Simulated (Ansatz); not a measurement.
**Pressure series in hypothetical zinc blende BiP**

Start from BiP in the zinc blende structure (space group F-43m, No. 216; a = 6.466 Å; a hypothetical phase, not in the database extracts checked).

Cell and atoms are relaxed at each pressure.

Calculations: plane-wave PAW DFT at the r2SCAN level (Ansatz, a program for electronic structure, 500 eV), spin-orbit coupling left out.

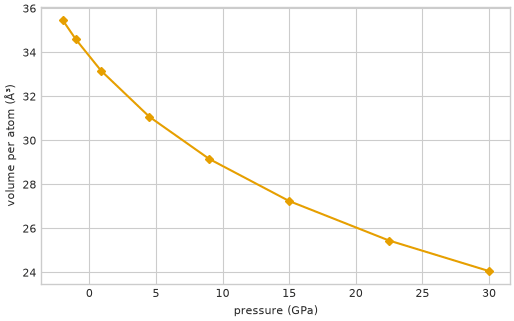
Fig. 1. Volume against pressure

Q: Estimate the zero-pressure bulk modulus from the plot.

A: About 46 GPa; a third-order Birch–Murnaghan fit to the points gives V₀ = 33.79 Å³/atom, B₀ = 46 GPa and B₀′ = 3.9.

Load acts through the strain it causes; cell and atoms are relaxed under it. No phonon test of stability was made. Competing high-pressure phases were not computed. The final runs are not spin-polarised.
